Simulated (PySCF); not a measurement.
# Si4H10 (SMILES [SiH3][SiH]([SiH3])[SiH3]) at 6 levels

We compute a comparison of 6 runs (B3LYP/6-31G*, BLYP/6-31G*, CAM-B3LYP/6-31G*, M06-2X/6-31G*, SVWN5/6-31G*, CCSD(T)/6-31G*) of Si4H10. The job is set up through a Python script.

The calculation is run with PySCF 2.14.0.

2 further runs of the same task are left out: 2 set aside as unsound or not needed.

**1. Starting point**

Si4H10: 14 atoms, total charge 0, spin state singlet. As SMILES, `[SiH3][SiH]([SiH3])[SiH3]`. The coordinates come from a PBE0-D4/def2-TZVP relaxation.

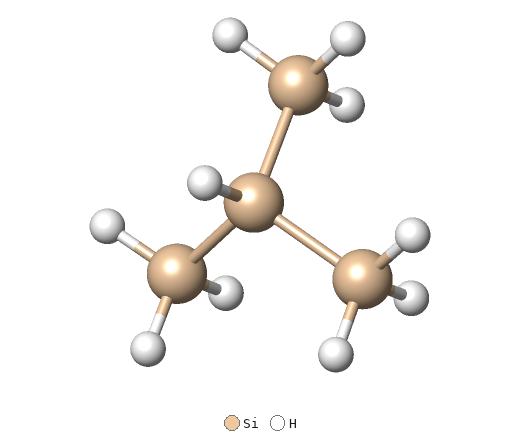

The structure, seen from a chosen angle (silicon light orange, hydrogen white).

**2. A single-point energy at B3LYP/6-31G(d) (spherical functions) (run 1)**

File run.py:

```python
from pyscf import gto, dft

mol = gto.M(
    atom='''
Si    -1.586600     0.449770    -1.468220
Si    -0.437700    -0.033320     0.509060
Si     1.124000     1.651140     0.941090
Si     0.660040    -2.085920     0.297480
H     -2.588800    -0.607930    -1.768740
H     -2.287510     1.758070    -1.365710
H     -0.615640     0.517850    -2.593590
H     -1.409520    -0.107160     1.639330
H      2.091010     1.722300    -0.187470
H      1.875310     1.366450     2.193260
H      0.452630     2.971990     1.075490
H      1.404530    -2.417500     1.542160
H      1.628750    -2.008150    -0.829180
H     -0.310500    -3.177580     0.015050
''',
    basis='6-31g*',
    verbose=3,
    charge=0,
    spin=0,
    max_memory=1860,
)

mf = dft.RKS(mol, xc='b3lyp')
mf.grids.level = 5
mf.conv_tol = 1e-10
mf.kernel()
if not mf.converged:
    mf = mf.newton().run(mf.mo_coeff, mf.mo_occ)

e_tot = mf.e_tot
print('E(%s) = %.9f' % ('B3LYP', e_tot))
```

Launch:

```
OMP_NUM_THREADS=1 python run.py
```

Log:

```text
converged SCF energy = -1163.97673523372
E(B3LYP) = -1163.976735234
```

Wall time 40 s (1 thread of AMD EPYC (Zen 3), shared host); peak memory 0.49 GiB.

**3. The energy at BLYP/6-31G(d) (spherical functions) (run 2)**

File input.py:

```python
from pyscf import gto, dft

molecule = gto.M(
    atom='''
Si      -1.586600       0.449770      -1.468220
Si      -0.437700      -0.033320       0.509060
Si       1.124000       1.651140       0.941090
Si       0.660040      -2.085920       0.297480
H       -2.588800      -0.607930      -1.768740
H       -2.287510       1.758070      -1.365710
H       -0.615640       0.517850      -2.593590
H       -1.409520      -0.107160       1.639330
H        2.091010       1.722300      -0.187470
H        1.875310       1.366450       2.193260
H        0.452630       2.971990       1.075490
H        1.404530      -2.417500       1.542160
H        1.628750      -2.008150      -0.829180
H       -0.310500      -3.177580       0.015050
''',
    basis='6-31g*',
    max_memory=1860,
    spin=0,
    verbose=3,
    charge=0,
)

myscf = dft.RKS(molecule, xc='blyp')
myscf.grids.level = 5
myscf.conv_tol = 1e-10
myscf.kernel()
if not myscf.converged:
    myscf = myscf.newton().run(myscf.mo_coeff, myscf.mo_occ)

e_final = myscf.e_tot
print(f'total energy: {e_final:.8f} hartree')
```

Launch:

```
OMP_NUM_THREADS=1 python input.py
```

Log:

```text
converged SCF energy = -1163.83386783876
total energy: -1163.83386784 hartree
```

It took 46 s on 1 thread of AMD EPYC (Zen 3), shared host; peak memory 0.49 GiB.

Runs 3 to 5 aren't shown in full; the table further down has their settings and results.

**4. The energy at CCSD(T)/6-31G(d) (spherical functions) (run 6)**

File calc.py:

```python
from pyscf import gto, cc

system = gto.M(
    atom='''
Si    -2.998239     0.849942    -2.774534
Si    -0.827133    -0.062966     0.961984
Si     2.124052     3.120202     1.778402
Si     1.247295    -3.941818     0.562156
H     -4.892123    -1.148821    -3.342434
H     -4.322767     3.322271    -2.580818
H     -1.163391     0.978595    -4.901175
H     -2.663607    -0.202503     3.097885
H      3.951436     3.254675    -0.354267
H      3.543822     2.582216     4.144661
H      0.855347     5.616247     2.032382
H      2.654177    -4.568413     2.914260
H      3.077891    -3.794854    -1.566923
H     -0.586760    -6.004756     0.028440
''',
    charge=0,
    verbose=3,
    spin=0,
    unit='bohr',
    max_memory=1860,
    basis='6-31g*',
)

mf = system.RHF()
mf.conv_tol = 1e-10
mf.kernel()
if not mf.converged:
    mf = mf.newton().run(mf.mo_coeff, mf.mo_occ)

mycc = cc.CCSD(mf, frozen=20)
mycc.kernel()
e_t = mycc.ccsd_t()
e_tot = mycc.e_tot + e_t
print('Final energy', e_tot)
```

Launch:

```
OMP_NUM_THREADS=1 python calc.py
```

Log:

```text
converged SCF energy = -1161.46361438532
E(CCSD) = -1161.860500359624  E_corr = -0.3968859743061847
CCSD(T) correction = -0.011656202256862
Final energy -1161.8721565618812
```

It took 36 s on 1 thread of AMD EPYC (Zen 3), shared host; peak memory 0.41 GiB.

**5. All runs side by side**

| run | level | integration grid | frozen core orbitals | energy (Eh) | dipole moment (D) of the reference | HOMO energy (eV) | LUMO energy (eV) | wall time |
| --- | --- | --- | --- | --- | --- | --- | --- | --- |
| 1 | B3LYP/6-31G* (spherical functions) | 5 | – | -1163.976735 | 0.14 | -7.73 | -0.07 | 40 s |
| 2 | BLYP/6-31G* (spherical functions) | 5 | – | -1163.833868 | 0.14 | -6.69 | -0.52 | 46 s |
| 3 | CAM-B3LYP/6-31G* (spherical functions) | 5 | – | -1163.892939 | 0.15 | -9.15 | 1.14 | 2.1 min |
| 4 | M06-2X/6-31G* (spherical functions) | 5 | – | -1163.764296 | 0.11 | -8.89 | 0.79 | 66 s |
| 5 | SVWN5/6-31G* (spherical functions) | 5 | – | -1159.152375 | 0.09 | -6.92 | -0.88 | 32 s |
| 6 | CCSD(T)/6-31G* (spherical functions) | – | 20 | -1161.872157 | 0.17 | -10.46 | 3.17 | 36 s |

**6. Results**

| quantity | value |
| --- | --- |
| run 6: total energy | -1161.87216 Eh |
| run 6: dipole moment (Hartree–Fock density) | 0.17 D |
| run 6: HOMO energy (Hartree–Fock orbitals) | -10.46 eV |
| run 6: LUMO energy (Hartree–Fock orbitals) | 3.17 eV |
| run 6: HOMO–LUMO gap (Hartree–Fock orbitals) | 13.63 eV |
| run 6: correlation energy (20 core orbitals frozen) | -408.5 mEh |
| run 6: (T) correction | -11.66 mEh |
| run 6: T1 diagnostic | 0.015 |

What this shows: Over runs 1, 2, 3, 4, 5 the dipole moment (its size) runs from 0.09 D (SVWN5/6-31G*) to 0.15 D (CAM-B3LYP/6-31G*). Over runs 1, 2, 3, 4, 5 the HOMO–LUMO gap runs from 6.03 eV (SVWN5/6-31G*) to 10.29 eV (CAM-B3LYP/6-31G*). Totals of different functionals can't be ranked against each other. All runs together took 5.8 min, the longest 2.1 min.
